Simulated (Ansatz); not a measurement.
# C₂H₂BCl₂F₃O: taking an electron away

Aim: the vertical ionisation energy of C₂H₂BCl₂F₃O, as cation minus neutral at the neutral's geometry, on several levels, and how well −ε(HOMO) stands in for it.

Computed with Ansatz 0.2.0, Gaussian basis. Level: unrestricted cation, the program's frozen cores in correlated methods.

Levels to be run: UKS PBE-D4/def2-TZVPP; UKS r2SCAN-D4/def2-TZVPP; UKS PBE0-D4/def2-TZVPP; UKS B3LYP-D4/def2-TZVPP; UKS wB97X-V/def2-TZVPP; UKS wB97M-V/def2-TZVPP; UKS B2PLYP/def2-TZVPP; UHF-CCSD(T)/def2-TZVPP; UHF-MP2/def2-QZVPP; extrapolation to the limit; then −ε(HOMO) from the neutral's earlier runs with LDA (SPW92), PBE-D4, revPBE-D4, BLYP-D4, r2SCAN-D4, B97M-V, PBE0-D4, B3LYP-D4, r2SCANh-D4, r2SCAN0-D4, HSE06-D4, BHLYP-D4, CAM-B3LYP-D4, LC-ωPBE, ωB97X-V, ωB97M-V.

**1. Structure used throughout**

All runs share one geometry, relaxed beforehand with PBE0-D4 in a triple-zeta def2 set.

SMILES `FC(F)(F)COB(Cl)Cl`, 11 atoms, charge 0, spin multiplicity 1.

Atoms are counted from 1 here; the program's logs count them from 0.

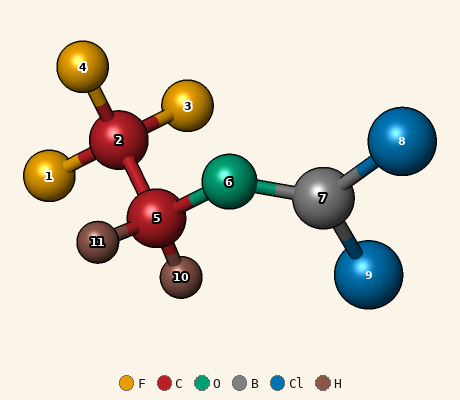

The geometry (fluorine amber, carbon red, oxygen teal, boron grey, chlorine blue, hydrogen brown); atoms are numbered from 1 in the order of the file.

Geometry (Å):

```xyz
11

F    -2.4101    0.6822   -0.6605
C    -1.1900    0.1758   -0.8668
F    -1.2738   -1.1542   -0.7866
F    -0.8192    0.4840   -2.1085
C    -0.2357    0.7357    0.1683
O     1.0486    0.2115   -0.0371
B     1.6266   -0.7401    0.7129
Cl    3.2116   -1.2911    0.2374
Cl    0.8646   -1.4168    2.1429
H    -0.6289    0.4951    1.1580
H    -0.1936    1.8181    0.0400
```

**2. Cation, UKS PBE-D4/def2-TZVPP**

in.yaml

```yaml
crystal:
  periodic: [false, false, false]
  atoms:
    - {symbol: F, position_ang: [-2.410128, 0.682159, -0.660540]}
    - {symbol: C, position_ang: [-1.190030, 0.175764, -0.866846]}
    - {symbol: F, position_ang: [-1.273754, -1.154215, -0.786554]}
    - {symbol: F, position_ang: [-0.819231, 0.484050, -2.108505]}
    - {symbol: C, position_ang: [-0.235726, 0.735657, 0.168272]}
    - {symbol: O, position_ang: [1.048586, 0.211483, -0.037098]}
    - {symbol: B, position_ang: [1.626566, -0.740135, 0.712949]}
    - {symbol: Cl, position_ang: [3.211639, -1.291133, 0.237435]}
    - {symbol: Cl, position_ang: [0.864610, -1.416826, 2.142853]}
    - {symbol: H, position_ang: [-0.628909, 0.495121, 1.158032]}
    - {symbol: H, position_ang: [-0.193623, 1.818055, 0.040001]}
basis:
  gaussian: {orbitals: def2-TZVPP}
total_charge: 1
magnetization: {spin_polarized: true, initial_magnetization: 1}
hamiltonian: {xc: pbe, dispersion: d4}
```

Run with:

```sh
$ ansatz run in.yaml --threads 4 --pin off --events-out ev --progress --plain --max-ram 66560MiB --backend cuda --devices 0, --max-vram 37GiB
```

The program printed:

```text
Functional definition: PBE
  name "PBE"
  cite "Perdew, Burke & Ernzerhof, Phys. Rev. Lett. 77, 3865 (1996) doi:10.1103/PhysRevLett.77.3865"
  parent pbe
  parameter kappa = 0.804
  parameter beta = 0.06672455060314922
  exchange = pbe_x(kappa = kappa, mu = beta*pi^2/3)
  correlation = pbe_c(beta = beta)
1854 factors; their error is unknown
mean field evaluation 1: about -37984.4468 eV, gradient 6.8e1 eV
mean field evaluation 2: about -37843.5441 eV, gradient 1.6e2 eV
mean field evaluation 4: about -38000.2773 eV, gradient 1.7e1 eV
mean field evaluation 8: about -38000.9337 eV, gradient 9.3e0 eV
mean field evaluation 16: about -38001.6302 eV, gradient 1.3e-1 eV
mean field evaluation 32: about -38001.5904 eV, gradient 8.5e-5 eV
mean field evaluation 64: about -38001.4707 eV, gradient 1.4e0 eV
mean field -38001.59035790 eV, -1396.5326872499 hartree, gradient 1.1e-5 eV, S^2 0.751609; 8 other end points of the search recorded, 0 dependent functions left out
reference -38001.59039556 eV, -1396.5326886338 hartree; 44, 43 occupied and 285, 286 virtual orbitals, 1854 factors
Total energy: -38001.88078734 eV, -1396.5433603350 hartree
```

It took 11 s on 1 × H100 (card shared with other runs) with 4 threads of AMD EPYC 7R13, shared host; peak host memory 0.92 GiB.

The neutral molecule at this level: -38012.6319 eV. Difference: 10.751 eV. ⟨S²⟩ = 0.752.

**3. Cation, UKS r2SCAN-D4/def2-TZVPP**

in.yaml: that of step 2 with these lines changed.

```diff
@@ -18,2 +18,2 @@
 magnetization: {spin_polarized: true, initial_magnetization: 1}
-hamiltonian: {xc: pbe, dispersion: d4}
+hamiltonian: {xc: r2scan, dispersion: d4}
```

Same command.

The program printed, cut to the lines that bear on the results:

```text
Functional definition: r2SCAN
  name "r2SCAN"
  cite "Furness, Kaplan, Ning, Perdew & Sun, J. Phys. Chem. Lett. 11, 8208 (2020) doi:10.1021/acs.jpclett.0c02405"
  cite "Furness, Kaplan, Ning, Perdew & Sun, J. Phys. Chem. Lett. 11, 9248 (2020) doi:10.1021/acs.jpclett.0c03077"
  parent r2scan
[...]
1854 factors; their error is unknown
[...]
mean field -38017.53998834 eV, -1397.1188253573 hartree, gradient 4.6e-6 eV, S^2 0.753421; 8 other end points of the search recorded, 0 dependent functions left out
reference -38017.53999957 eV, -1397.1188257702 hartree; 44, 43 occupied and 285, 286 virtual orbitals, 1854 factors
Total energy: -38017.61631020 eV, -1397.1216301341 hartree
```

Wall time 15 s (1 × H100 (card shared with other runs) with 4 threads of AMD EPYC 7R13, shared host); peak host memory 1 GiB.

Less the neutral's -38028.6596 eV (earlier run), this gives 11.043 eV. ⟨S²⟩ = 0.753.

**4. Cation, UKS PBE0-D4/def2-TZVPP**

in.yaml: that of step 3 with these lines changed.

```diff
@@ -18,2 +18,2 @@
 magnetization: {spin_polarized: true, initial_magnetization: 1}
-hamiltonian: {xc: r2scan, dispersion: d4}
+hamiltonian: {xc: pbe0, dispersion: d4}
```

The command is unchanged.

The program printed, cut to the lines that bear on the results:

```text
Functional definition: PBE0
  name "PBE0"
  cite "Adamo & Barone, J. Chem. Phys. 110, 6158 (1999) doi:10.1063/1.478522"
  cite "Perdew, Burke & Ernzerhof, Phys. Rev. Lett. 77, 3865 (1996) doi:10.1103/PhysRevLett.77.3865"
  parent pbe
[...]
1916 factors; their error is unknown
[...]
mean field -38003.15965117 eV, -1396.5903577138 hartree, gradient 1.3e-5 eV, S^2 0.755838; 7 other end points of the search recorded, 0 dependent functions left out
reference -38003.15967879 eV, -1396.5903587289 hartree; 44, 43 occupied and 285, 286 virtual orbitals, 1916 factors
Total energy: -38003.40712585 eV, -1396.5994522406 hartree
```

Run time: 14 s. Hardware: 1 × H100 (card shared with other runs) with 4 threads of AMD EPYC 7R13, shared host; peak host memory 0.98 GiB.

Less the neutral's -38014.8379 eV (earlier run), this gives 11.431 eV. ⟨S²⟩ = 0.756.

**5. Cation, UKS B3LYP-D4/def2-TZVPP**

in.yaml: that of step 4 with these lines changed.

```diff
@@ -18,2 +18,2 @@
 magnetization: {spin_polarized: true, initial_magnetization: 1}
-hamiltonian: {xc: pbe0, dispersion: d4}
+hamiltonian: {xc: {name: B3LYP}, dispersion: d4}
```

Same command.

The program printed, cut to the lines that bear on the results:

```text
Functional definition: B3LYP
  name "B3LYP"
  cite "Stephens, Devlin, Chabalowski & Frisch, J. Phys. Chem. 98, 11623 (1994) doi:10.1021/j100096a001"
  cite "Becke, Phys. Rev. A 38, 3098 (1988) doi:10.1103/PhysRevA.38.3098"
  cite "Lee, Yang & Parr, Phys. Rev. B 37, 785 (1988) doi:10.1103/PhysRevB.37.785"
  cite "Vosko, Wilk & Nusair, Can. J. Phys. 58, 1200 (1980) doi:10.1139/p80-159"
[...]
1892 factors; their error is unknown
[...]
mean field -38025.40588458 eV, -1397.4078917124 hartree, gradient 6.5e-6 eV, S^2 0.754523; 7 other end points of the search recorded, 0 dependent functions left out
reference -38025.40615556 eV, -1397.4079016710 hartree; 44, 43 occupied and 285, 286 virtual orbitals, 1892 factors
Total energy: -38025.87088719 eV, -1397.4249802431 hartree
```

Run time: 8.5 s. Hardware: 1 × H100 (card shared with other runs) with 4 threads of AMD EPYC 7R13, shared host; peak host memory 0.93 GiB.

The neutral molecule at this level: -38037.2221 eV. Difference: 11.351 eV. ⟨S²⟩ = 0.755.

**6. Cation, UKS wB97X-V/def2-TZVPP**

in.yaml: that of step 5 with these lines changed.

```diff
@@ -18,2 +18,2 @@
 magnetization: {spin_polarized: true, initial_magnetization: 1}
-hamiltonian: {xc: {name: B3LYP}, dispersion: d4}
+hamiltonian: {xc: {name: wB97X-V}}
```

Launched as before.

The program printed, cut to the lines that bear on the results:

```text
Functional definition: wB97X-V
  name "wB97X-V"
  cite "Mardirossian & Head-Gordon, Phys. Chem. Chem. Phys. 16, 9904 (2014) doi:10.1039/C3CP54374A"
  cite "Becke, J. Chem. Phys. 107, 8554 (1997) doi:10.1063/1.475007"
  cite "Vydrov & Van Voorhis, J. Chem. Phys. 133, 244103 (2010) doi:10.1063/1.3521275"
[...]
      + integral(e_c_pw_opposite_spin*poly(b97_u_opposite, cos0, cos1)) + vv10(b, c)
1886 factors; their error is unknown
354 factors; integrals over basis functions are off by at most 2.5e-5 eV
[...]
mean field -38016.43692049 eV, -1397.0782883616 hartree, gradient 1.5e-5 eV, S^2 0.758606; 6 other end points of the search recorded, 0 dependent functions left out
reference -38016.43691869 eV, -1397.0782882956 hartree; 44, 43 occupied and 285, 286 virtual orbitals, 1886 factors
Total energy: -38016.43691869 eV, -1397.0782882956 hartree
```

Wall time 14 s (1 × H100 (card shared with other runs) with 4 threads of AMD EPYC 7R13, shared host); peak host memory 1.1 GiB.

The neutral molecule at this level: -38028.2749 eV. Difference: 11.838 eV. ⟨S²⟩ = 0.759.

**7. Cation, UKS wB97M-V/def2-TZVPP**

in.yaml: that of step 6 with these lines changed.

```diff
@@ -18,2 +18,2 @@
 magnetization: {spin_polarized: true, initial_magnetization: 1}
-hamiltonian: {xc: {name: wB97X-V}}
+hamiltonian: {xc: {name: wB97M-V}}
```

The command is unchanged.

The program printed, cut to the lines that bear on the results:

```text
Functional definition: wB97M-V
  name "wB97M-V"
  cite "Mardirossian & Head-Gordon, J. Chem. Phys. 144, 214110 (2016) doi:10.1063/1.4952647"
  cite "Becke, J. Chem. Phys. 107, 8554 (1997) doi:10.1063/1.475007"
  cite "Vydrov & Van Voorhis, J. Chem. Phys. 133, 244103 (2010) doi:10.1063/1.3521275"
  # Of w^i u^j: cxij and so on, Table III.
[...]
  gx(w, u) = 1 - cx + cx01*u + cx10*w
  gss(w, u) = css00 + css04*u^4 + css10*w + css20*w^2 + css43*w^4*u^3
  gos(w, u) = cos00 + cos10*w + (cos20 + cos21*u)*w^2 + (cos60 + cos61*u)*w^6
[...]
      + integral(e_c_pw_mod_opposite_spin*gos(b97_w_opposite, b97_u_opposite)) + vv10(b, c)
1886 factors; their error is unknown
354 factors; integrals over basis functions are off by at most 2.5e-5 eV
[...]
mean field -38019.81628675 eV, -1397.2024777810 hartree, gradient 1.4e-5 eV, S^2 0.756153; 6 other end points of the search recorded, 0 dependent functions left out
reference -38019.81633102 eV, -1397.2024794080 hartree; 44, 43 occupied and 285, 286 virtual orbitals, 1886 factors
Total energy: -38019.81633102 eV, -1397.2024794080 hartree
```

Wall time 14 s (1 × H100 (card shared with other runs) with 4 threads of AMD EPYC 7R13, shared host); peak host memory 1.2 GiB.

Less the neutral's -38031.5845 eV (earlier run), this gives 11.768 eV. ⟨S²⟩ = 0.756.

**8. Cation, UKS B2PLYP (frozen core)/def2-TZVPP**

in.yaml: that of step 7 with these lines changed.

```diff
@@ -18,2 +18,2 @@
 magnetization: {spin_polarized: true, initial_magnetization: 1}
-hamiltonian: {xc: {name: wB97M-V}}
+hamiltonian: {xc: {name: B2PLYP}}
```

The command is unchanged.

The program printed, cut to the lines that bear on the results:

```text
Functional definition: B2PLYP
  name "B2PLYP"
  cite "Grimme, J. Chem. Phys. 124, 034108 (2006) doi:10.1063/1.2148954"
  cite "Becke, Phys. Rev. A 38, 3098 (1988) doi:10.1103/PhysRevA.38.3098"
  cite "Lee, Yang & Parr, Phys. Rev. B 37, 785 (1988) doi:10.1103/PhysRevB.37.785"
[...]
2091 factors; integrals over basis functions are off by at most 1.0e-3 eV
[...]
mean field -37993.89726076 eV, -1396.2499711446 hartree, gradient 8.5e-6 eV, S^2 0.763035; 8 other end points of the search recorded, 0 dependent functions left out
17 core orbitals not correlated: weight in the atoms' cores, before any rotation towards them, 1.000 or more for the frozen orbitals, at most 0.000 for the correlated occupied ones
reference -37993.89742968 eV, -1396.2499773521 hartree; 27, 26 occupied and 285, 286 virtual orbitals, 2091 factors
second order -57.23625592 eV of doubles, -0.00000000 eV of singles
Total energy: -38009.35121878 eV, -1396.8178936265 hartree
```

Run time: 14 s. Hardware: 1 × H100 (card shared with other runs) with 4 threads of AMD EPYC 7R13, shared host; peak host memory 1.5 GiB.

Less the neutral's -38020.9365 eV (earlier run), this gives 11.585 eV. ⟨S²⟩ = 0.763.

**9. Cation, UHF-CCSD(T)/def2-TZVPP**

in.yaml: that of step 8 with these lines changed.

```diff
@@ -18,2 +18,3 @@
 magnetization: {spin_polarized: true, initial_magnetization: 1}
-hamiltonian: {xc: {name: B2PLYP}}
+correlation: {method: ccsd_t}
+scf: {omitted_lower_state_checks: [cluster_reference]}
```

The command is unchanged.

The program printed, cut to the lines that bear on the results:

```text
Functional definition: HF
  name "HF"
  cite "Fock, Z. Phys. 61, 126 (1930) doi:10.1007/BF01340294"
  parent pbe
[...]
2091 factors; integrals over basis functions are off by at most 1.0e-3 eV
[...]
mean field -37925.48294688 eV, -1393.7357914821 hartree, gradient 2.8e-6 eV, S^2 0.762376; 11 other end points of the search recorded, 0 dependent functions left out
17 core orbitals not correlated: weight in the atoms' cores, before any rotation towards them, 1.000 or more for the frozen orbitals, at most 0.000 for the correlated occupied ones
reference -37925.48294688 eV, -1393.7357914821 hartree; 27, 26 occupied and 285, 286 virtual orbitals, 2091 factors
second order -46.97169746 eV of doubles, -0.00000000 eV of singles
cycle   1  -47.02706397 eV  change   -5.5e-2 eV  update   1.5e-1
[...]
cycle  29  -48.38137471 eV  change   -1.3e-5 eV  update   1.5e-5
perturbative correction -1.90224254 eV, -0.0699061241 hartree
Total energy: -37975.76656413 eV, -1395.5836803329 hartree
Checks for a lower state left out: cluster_reference
```

It took 90 s on 1 × H100 (card shared with other runs) with 4 threads of AMD EPYC 7R13, shared host; peak host memory 0.9 GiB.

Less the neutral's -37987.5622 eV (earlier run), this gives 11.796 eV. ⟨S²⟩ = 0.762. T1 = 0.035 (report).

**10. Cation, UHF-MP2/def2-QZVPP**

in.yaml: that of step 9 with these lines changed.

```diff
@@ -15,6 +15,6 @@
 basis:
-  gaussian: {orbitals: def2-TZVPP}
+  gaussian: {orbitals: "def2-QZVPP.json"}
 total_charge: 1
 magnetization: {spin_polarized: true, initial_magnetization: 1}
-correlation: {method: ccsd_t}
+correlation: {method: mp2}
 scf: {omitted_lower_state_checks: [cluster_reference]}
```

Same command.

The program printed, cut to the lines that bear on the results:

```text
Functional definition: HF
  name "HF"
  cite "Fock, Z. Phys. 61, 126 (1930) doi:10.1007/BF01340294"
  parent pbe
[...]
3713 factors; integrals over basis functions are off by at most 8.4e-4 eV
[...]
mean field -37926.73671861 eV, -1393.7818667434 hartree, gradient 2.7e-6 eV, S^2 0.762789; 11 other end points of the search recorded, 0 dependent functions left out
17 core orbitals not correlated: weight in the atoms' cores, before any rotation towards them, 1.000 or more for the frozen orbitals, at most 0.000 for the correlated occupied ones
reference -37926.73671861 eV, -1393.7818667434 hartree; 27, 26 occupied and 555, 556 virtual orbitals, 3713 factors
second order -51.13289083 eV of doubles, -0.00000000 eV of singles
Total energy: -37977.86960944 eV, -1395.6609658222 hartree
Checks for a lower state left out: cluster_reference
```

Run time: 31 s. Hardware: 1 × H100 (card shared with other runs) with 4 threads of AMD EPYC 7R13, shared host; peak host memory 1.3 GiB.

The neutral molecule at this level: -37990.1072 eV. Difference: 12.238 eV. ⟨S²⟩ = 0.763.

**11. Extrapolating to the complete basis**

No new run: Hartree-Fock is extrapolated as exp(−7.88√X) and correlation as X^−2.97, with X = 3 and 4; only MP2 was run in the larger set, so CCSD(T) minus MP2 is added from the smaller one.

```csv
level,energy at the limit (eV)
HF,-37926.9094
MP2,-37981.1247
CCSD,-37982.5343
CCSD(T),-37984.4366
```

The neutral's limit, from its own earlier runs, is -37996.4575 eV in the additive form (MP2 limit plus CCSD(T) minus MP2 in triple zeta), in which the cation has -37984.4366 eV.

**12. The ladder**

Differences are taken before rounding.

```csv
method,ionisation energy (eV),from CCSD(T)/CBS (eV),time
PBE-D4,10.75,-1.27,26 s
r2SCAN-D4,11.04,-0.98,25 s
PBE0-D4,11.43,-0.59,26 s
B3LYP-D4,11.35,-0.67,24 s
ωB97X-V,11.84,-0.18,26 s
ωB97M-V,11.77,-0.25,35 s
B2PLYP,11.59,-0.44,29 s
HF/def2-TZVPP,11.08,-0.94,
MP2/def2-TZVPP,12.11,+0.09,
CCSD/def2-TZVPP,11.84,-0.18,
CCSD(T)/def2-TZVPP,11.80,-0.23,1.8 min
CCSD(T)/CBS,12.02,0,2.6 min
```

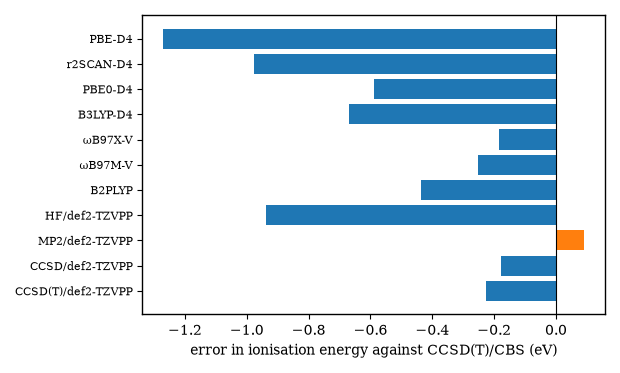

Deviations from CCSD(T)/CBS, method by method.

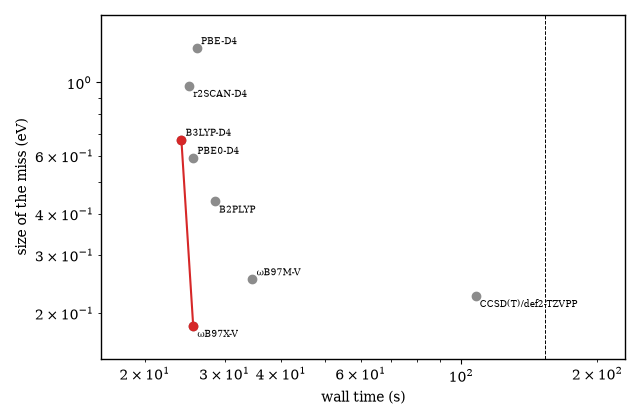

Accuracy for the time spent; red marks the levels that beat every quicker one drawn (of those quicker than the yardstick), and the dashed line is the time of CCSD(T)/CBS. Times are from a shared host.

Times add the cation's run and the neutral's; HF, MP2 and CCSD come out of the CCSD(T) runs.

Orbital estimates, from the neutral's runs:

```csv
functional,−ε(HOMO) (eV),by energy difference (eV)
LDA (SPW92),7.93,
PBE-D4,7.77,10.75
revPBE-D4,7.71,
BLYP-D4,7.59,
r2SCAN-D4,8.14,11.04
B97M-V,8.25,
PBE0-D4,9.23,11.43
B3LYP-D4,8.93,11.35
r2SCANh-D4,8.68,
r2SCAN0-D4,9.48,
HSE06-D4,8.83,
BHLYP-D4,10.53,
CAM-B3LYP-D4,10.61,
LC-ωPBE,12.07,
ωB97X-V,11.68,11.84
ωB97M-V,11.50,11.77
```

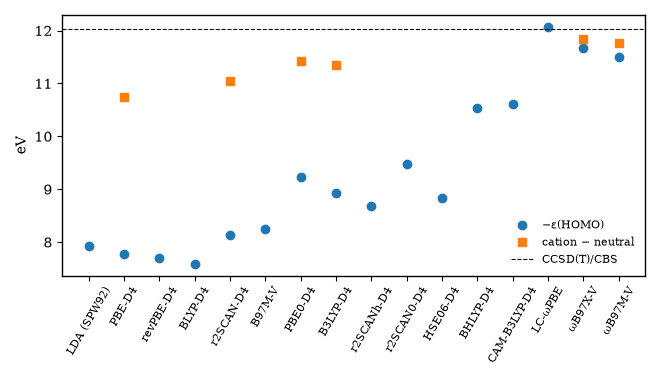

Orbital estimates and energy differences by functional.

**13. Results**

```
                        quantity               value
  ionisation energy, CCSD(T)/CBS            12.02 eV
nearest functional by difference  ωB97X-V (-0.18 eV)
                nearest −ε(HOMO)  LC-ωPBE (+0.05 eV)
                 −ε(HOMO) of PBE             7.77 eV
                T1 of the cation               0.035
```

In words: By cation minus neutral, the functionals miss by 1.27 eV at most. −ε(HOMO) of PBE misses by 4.3 eV, since self-interaction lifts the level. Among orbital estimates LC-ωPBE comes nearest. Hartree-Fock falls 0.94 eV short, as the neutral has more correlation energy than the cation. The cation's T1 (from the report) is 0.035, near the customary mark of 0.045 for open shells, so the coupled-cluster value is less safe.

ωB97X-V reaches 0.18 eV from the reference in 26 s, where CCSD(T)/CBS took 2.6 min; the quickest level in the cost chart, B3LYP-D4, takes 24 s and misses by 0.67 eV.
